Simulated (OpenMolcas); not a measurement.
GeH₄O₂: excited-state calculation (part 3 of 4)

GeH₄O₂, SMILES [OH][GeH2][OH]; CASSCF/ANO-RCC-VDZP, DKH2 (OpenMolcas 26.06). The geometry comes from this level: PBE0-D4/def2-TZVP.

Geometry of the input (Å):
```
O  -1.4913  -0.4160  -0.1739
Ge 0.0235  0.3770  0.3053
O  1.3474  -0.7989  0.4006
H  -1.6349  -0.4187  -1.1221
H  0.3634  1.4605  -0.7391
H  -0.1725  0.8631  1.7373
H  1.6256  -1.1352  -0.4538
```

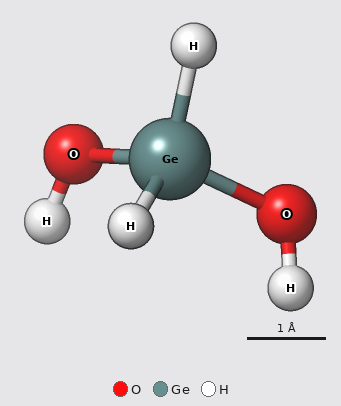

Figure 1. The structure as given in the input (ball-and-stick view, seen at a tilt). Sticks mark near contacts.

Log, continued:
```
               SEWARD will generate:
                  Multipole Moment integrals up to order  2
                  Kinetic Energy integrals
                  Nuclear Attraction integrals (point charge)
                  One-Electron Hamiltonian integrals
                  Velocity integrals
                  Relativistic Douglas-Kroll-Hess integrals:
                    - Parametrization         : EXP
                    - DKH order of Hamiltonian: 2
                    - DKH order of Properties : 0
                         - multipole moment operators
                         - electric potential operators
                         - contact operators
                  Orbital angular momentum around ( -0.0066   0.1583   0.4402 )
                  Velocity quadrupole around ( -0.0066   0.1583   0.4402 )
                  Atomic mean-field integrals
                  RI decomposed two-electron repulsion integrals stored Cholesky style
                   - acCD auxiliary basis
                   - CD Threshold:   1.00E-04

                   Integrals are discarded if absolute value <: 1.00E-14
                   Integral cutoff threshold is set to       <: 1.00E-16

            Nuclear Potential Energy            219.67949954 au

      Basis set specifications :
      Symmetry species         a
      Basis functions           75

--- Stop Module: seward /rc=_RC_ALL_IS_WELL_ ---
--- Module seward spent 3 seconds ---

>>> COPY step2.RunFile RUNFIL2

--- Start Module: expbas ---

                                              &EXPBAS

                       available to each process: 1.9 GB of memory, 1 thread

 Header on input orbitals file:
* RASSCF average (pseudo-natural) orbitals

 Information from input runfile
           Number of symmetries    1
      Number of basis functions   32

 Information from expanded basis set runfile
           Number of symmetries    1
      Number of basis functions   75
 New orbitals have been built in file EXPORB
--- Stop Module: expbas /rc=_RC_ALL_IS_WELL_ ---

--- Start Module: rasscf ---

                                              &RASSCF

                       available to each process: 1.9 GB of memory, 1 thread

      Header of the ONEINT file:
      --------------------------

      OrdInt status: non-squared

      Cartesian coordinates in angstrom:
      -----------------------------------------------------
      No.  Label        X            Y            Z
      -----------------------------------------------------
       1   O1        -1.49130000  -0.41600000  -0.17390000
       2   O3         1.34740000  -0.79890000   0.40060000
       3   GE2        0.02350000   0.37700000   0.30530000
       4   H4        -1.63490000  -0.41870000  -1.12210000
       5   H5         0.36340000   1.46050000  -0.73910000
       6   H6        -0.17250000   0.86310000   1.73730000
       7   H7         1.62560000  -1.13520000  -0.45380000
      -----------------------------------------------------
      Nuclear repulsion energy =  219.67949954

++    Wave function specifications:
      -----------------------------

      Number of closed shell electrons          50
      Number of electrons in active shells       2
      Max number of holes in RAS1 space          0
      Max nr of electrons in RAS3 space          0
      Number of inactive orbitals               25
      Number of active orbitals                  2
      Number of secondary orbitals              48
      Spin quantum number                      0.0
      State symmetry                             1
--

++    Orbital specifications:
      -----------------------

      Symmetry species                           1
                                                 a
      Frozen orbitals                            0
      Inactive orbitals                         25
      Active orbitals                            2
      RAS1 orbitals                              0
      RAS2 orbitals                              2
      RAS3 orbitals                              0
      Secondary orbitals                        48
      Deleted orbitals                           0
      Number of basis functions                 75
--

++    CI expansion specifications:
      ----------------------------

      Number of CSFs                             3
      Number of spin combinations                3
      Number of determinants                     4
      Number of root(s) required                 3
      Root chosen for geometry opt.              3
      CI roots used                              1     2     3
      weights                                0.333 0.333 0.333
      highest root included in the CI            3
      max. size of the explicit Hamiltonian      3
--

++    Optimization specifications:
      ----------------------------

      RASSCF algorithm: LK RI/DF
      Maximum number of macro iterations       200
      Maximum number of SX iterations          100
      Threshold for RASSCF energy            1.000E-08
      Threshold for max MO rotation          1.000E-01
      Threshold for max BLB element          1.000E-04
      Level shift parameter                  5.000E-01
      Make Quasi-Newton update
--

      The MO-coefficients are taken from the file:
      step2.ExpOrb
      Title:Basis set expanded orbital file EXPORB

      Total molecular charge    0.00

      ************************************************************************************************************************
      *                                            Wave function control section                                             *
      ************************************************************************************************************************

                                         RASSCF iterations: Energy and convergence statistics
                                         ----------------------------------------------------

          iter iter root      energy       change     param      element    value   shift minimum  type update hh:mm:ss
 Nr of preliminary CI iterations:   1
      Total energies have been shifted. Add                -2000.00 au
        1   1   15    0  -248.63390491    0.00E+00   4.92E-02   17  63 1 -1.73E-01*  0.23   0.00    SX    NO    0:00:00
        2   1   15    0  -248.84179070   -2.08E-01*  3.08E-02   21  32 1 -6.12E-02*  0.24   0.00    SX    NO    0:00:00
        3   1   15    0  -248.87593189   -3.41E-02* -3.06E-02   23  43 1 -2.38E-02*  0.23   0.00    SX    NO    0:00:00
        4   1   15    0  -248.88718524   -1.13E-02*  2.43E-02   21  32 1 -1.80E-02*  0.24   0.00    SX    NO    0:00:00
        5   1   14    0  -248.89248873   -5.30E-03*  3.08E-02   27  31 1 -1.33E-02*  0.23   2.50    LS   YES    0:00:00
        6   1   15    0  -248.89628383   -3.80E-03*  4.29E-02   12  55 1  1.38E-02*  0.23   1.61    QN   YES    0:00:00
        7   1   13    0  -248.89964372   -3.36E-03*  2.71E-02   27  31 1 -9.51E-03*  0.23   1.24    QN   YES    0:00:00
        8   1   13    0  -248.90083258   -1.19E-03*  2.79E-02   27  31 1 -5.87E-03*  0.23   2.16    LS   YES    0:00:00
        9   1   13    0  -248.90131113   -4.79E-04* -7.62E-03   23  43 1  5.05E-03*  0.23   1.14    QN   YES    0:00:00
       10   1   12    0  -248.90186892   -5.58E-04*  1.02E-02   27  29 1  2.60E-03*  0.23   1.73    QN   YES    0:00:00
       11   1   11    0  -248.90215063   -2.82E-04*  7.17E-03   21  32 1 -2.08E-03*  0.23   1.23    QN   YES    0:00:00
       12   1   11    0  -248.90224144   -9.08E-05*  7.64E-03   23  43 1 -1.76E-03*  0.23   1.76    QN   YES    0:00:00
       13   1   11    0  -248.90230356   -6.21E-05*  2.22E-03   23  43 1 -6.36E-04*  0.23   1.35    QN   YES    0:00:00
       14   1   10    0  -248.90231971   -1.61E-05*  1.54E-03   22  26 1 -4.71E-04*  0.23   1.51    QN   YES    0:00:00
       15   1   10    0  -248.90232715   -7.43E-06*  1.70E-03   22  26 1 -4.01E-04*  0.23   1.66    QN   YES    0:00:00
       16   1   10    0  -248.90233231   -5.16E-06*  1.98E-03   22  26 1 -3.24E-04*  0.23   1.70    QN   YES    0:00:00
       17   1   10    0  -248.90233623   -3.92E-06*  1.77E-03   24  31 1  2.68E-04*  0.23   1.64    QN   YES    0:00:00
       18   1   10    0  -248.90233892   -2.70E-06*  1.28E-03   19  26 1  2.49E-04*  0.23   1.57    QN   YES    0:00:00
       19   1   10    0  -248.90234061   -1.69E-06*  9.40E-04   19  26 1  1.89E-04*  0.23   1.59    QN   YES    0:00:00
       20   1    9    0  -248.90234176   -1.15E-06* -1.17E-03   25  26 1 -1.56E-04*  0.23   1.72    QN   YES    0:00:00
       21   1    9    0  -248.90234275   -9.88E-07* -1.42E-03   27  31 1  1.63E-04*  0.23   1.82    QN   YES    0:00:00
       22   1    9    0  -248.90234366   -9.13E-07* -1.46E-03   20  31 1 -1.26E-04*  0.23   1.78    QN   YES    0:00:00
       23   1    9    0  -248.90234440   -7.34E-07* -1.15E-03   19  26 1 -1.22E-04*  0.23   1.68    QN   YES    0:00:00
       24   1    9    0  -248.90234486   -4.66E-07* -6.62E-04   19  26 1 -1.02E-04*  0.23   1.58    QN   YES    0:00:00
       25   1    8    0  -248.90234509   -2.29E-07*  3.14E-04   24  31 1  6.13E-05   0.23   1.52    QN   YES    0:00:00
       26   1    8    0  -248.90234519   -9.66E-08* -1.71E-04   20  26 1 -4.41E-05   0.23   1.51    QN   YES    0:00:00
       27   1    7    0  -248.90234523   -4.07E-08* -1.30E-04   20  26 1 -2.73E-05   0.23   1.54    QN   YES    0:00:00
       28   1    7    0  -248.90234525   -1.92E-08* -1.13E-04   22  26 1  1.50E-05   0.23   1.59    QN   YES    0:00:00
       29   1    7    0  -248.90234526   -1.02E-08* -9.42E-05   24  26 1  1.56E-05   0.23   1.61    QN   YES    0:00:00
       30   1    6    0  -248.90234526   -5.90E-09   7.50E-05   24  26 1  1.46E-05   0.23   1.65    QN   YES    0:00:00
      Convergence after 30 iterations
       31   1    6    0  -248.90234527   -3.77E-09   7.50E-05   24  26 1  1.16E-05   0.23   1.65    QN   YES    0:00:00

      ************************************************************************************************************************
                                                      Wave function printout:
                       occupation of active orbitals, and spin coupling of open shells (u,d: Spin up or down)
      ************************************************************************************************************************

      Note: transformation to natural orbitals
      has been made, which may change the order of the CSFs.

      printout of CI-coefficients larger than  0.05 for root  1
      energy=   -2249.236065
      conf/sym  11     Coeff  Weight
             1  20   0.74472 0.55460
             2  ud   0.62390 0.38926
             3  02   0.23694 0.05614

      printout of CI-coefficients larger than  0.05 for root  2
      energy=   -2248.957871
      conf/sym  11     Coeff  Weight
             1  20  -0.61023 0.37238
             2  ud   0.49282 0.24287
             3  02   0.62028 0.38475

      printout of CI-coefficients larger than  0.05 for root  3
      energy=   -2248.513099
      conf/sym  11     Coeff  Weight
             1  20   0.27023 0.07302
             2  ud  -0.60652 0.36787
             3  02   0.74774 0.55911

      Natural orbitals and occupation numbers for root  1
      sym 1:   1.999339   0.000661

      Natural orbitals and occupation numbers for root  2
      sym 1:   0.985779   1.014221

      Natural orbitals and occupation numbers for root  3
      sym 1:   0.000657   1.999343

      ************************************************************************************************************************
      *                                                    Final results                                                     *
      ************************************************************************************************************************

++    Final optimization conditions:
      ------------------------------

      Average CI energy                           -2248.90234527
      RASSCF energy for state  3                  -2248.51309904
      Super-CI energy                                -0.00000000
      RASSCF energy change                           -0.00000000
      Max change in MO coefficients              -7.652E-05
      Max non-diagonal density matrix element     7.503E-05
      Maximum BLB matrix element                  1.163E-05
      (orbital pair  24,  26 in symmetry   1)
      Norm of electronic gradient            3.575E-01
--

      Final state energy(ies):
      ------------------------

::    RASSCF root number  1 Total energy:  -2249.23606531
::    RASSCF root number  2 Total energy:  -2248.95787145
::    RASSCF root number  3 Total energy:  -2248.51309904
      Von Neumann Entropy (Root   1) =  0.00430

      Mulliken population analysis for root number:  1
      -----------------------------------------------

++    Molecular charges:
      ------------------

      Mulliken charges per centre
      ---------------------------

                O1      O3      GE2     H4      H5      H6      H7
      Total    8.8213  8.6865 30.3884  0.8205  1.2263  1.1839  0.8733

      N-E     -0.8213 -0.6865  1.6116  0.1795 -0.2263 -0.1839  0.1267

      Total electronic charge=   52.000000

      Total            charge=   -0.000000
--

      Expectation values of various properties for root number:  1
      -----------------------------------------------------------

++    Molecular properties:
      ---------------------

      Charge (e):
                      =   -0.0000
      Dipole Moment (debye):
      Origin of the operator (angstrom)=   -0.0035    0.0838    0.2330
                   X=  9.4024E-01               Y=  1.8332E+00               Z= -2.8029E+00           Total=  3.4787E+00
      Quadrupole Moment (debye*angstrom):
      Origin of the operator (angstrom)=   -0.0035    0.0838    0.2330
                  XX= -3.4862E+01              XY= -8.5710E-01              XZ= -6.3301E-01              YY= -3.1240E+01
                  YZ=  3.4029E+00              ZZ= -2.5007E+01
      In traceless form (debye*angstrom)
                  XX= -6.7379E+00              XY= -1.2857E+00              XZ= -9.4951E-01              YY= -1.3060E+00
                  YZ=  5.1043E+00              ZZ=  8.0440E+00
--

      LoProp population analysis for root number:  1
      -----------------------------------------------

++    LoProp analysis:
      ----------------

++    Static properties:
      ------------------

      LoProp Charges per center

                   O1       O3       GE2      H4       H5       H6       H7
      Nuclear      8.0000   8.0000  32.0000   1.0000   1.0000   1.0000   1.0000
      Electronic  -8.9367  -8.7807 -30.8950  -0.5840  -1.0949  -1.0555  -0.6533

      Total       -0.9367  -0.7807   1.1050   0.4160  -0.0949  -0.0555   0.3467
--

      Natural Bond Order analysis for root number:  1

++    Natural Bond Order analysis
      ---------------------------
      Based on LoProp computed density
      -------------------------------------------------------------------------------------
      Atom A       Atom B       Bond Order
      -------------------------------------------------------------------------------------
      NBO located      0.998 non-bonded electrons on atom O1
      NBO located      0.999 non-bonded electrons on atom O3
      NBO located      1.006 non-bonded electrons on atom GE2
      NBO located      1.001 non-bonded electrons on atom GE2
      NBO located      0.997 non-bonded electrons on atom GE2
      NBO located      0.997 non-bonded electrons on atom GE2
      NBO located      0.997 non-bonded electrons on atom GE2
      NBO located      0.997 non-bonded electrons on atom GE2
      NBO located      0.998 non-bonded electrons on atom GE2
      NBO located      0.999 non-bonded electrons on atom GE2
      NBO located      0.999 non-bonded electrons on atom GE2
      NBO located      1.000 non-bonded electrons on atom GE2
      NBO located      1.000 non-bonded electrons on atom GE2
      NBO located      1.000 non-bonded electrons on atom GE2
      NBO located      1.000 non-bonded electrons on atom GE2
      NBO located      1.000 non-bonded electrons on atom GE2
      The remaining   11.512 electrons are to be considered as diffuse
--

--

      Von Neumann Entropy (Root   2) =  0.99985

      Mulliken population analysis for root number:  2
      -----------------------------------------------

++    Molecular charges:
      ------------------

      Mulliken charges per centre
      ---------------------------

                O1      O3      GE2     H4      H5      H6      H7
      Total    7.9912  8.6049 30.7517  1.4206  1.1330  1.1888  0.9099

      N-E      0.0088 -0.6049  1.2483 -0.4206 -0.1330 -0.1888  0.0901

      Total electronic charge=   52.000000

      Total            charge=   -0.000000
--

      Expectation values of various properties for root number:  2
      -----------------------------------------------------------

++    Molecular properties:
      ---------------------

      Charge (e):
                      =   -0.0000
      Dipole Moment (debye):
      Origin of the operator (angstrom)=   -0.0035    0.0838    0.2330
                   X=  1.2078E+00               Y=  1.9450E+00               Z= -4.1729E-01           Total=  2.3272E+00
      Quadrupole Moment (debye*angstrom):
      Origin of the operator (angstrom)=   -0.0035    0.0838    0.2330
                  XX= -3.8630E+01              XY= -1.6631E+00              XZ= -4.9466E+00              YY= -3.3956E+01
                  YZ=  1.0869E+00              ZZ= -3.4525E+01
      In traceless form (debye*angstrom)
                  XX= -4.3894E+00              XY= -2.4946E+00              XZ= -7.4200E+00              YY=  2.6217E+00
                  YZ=  1.6303E+00              ZZ=  1.7677E+00
--

      LoProp population analysis for root number:  2
      -----------------------------------------------
```
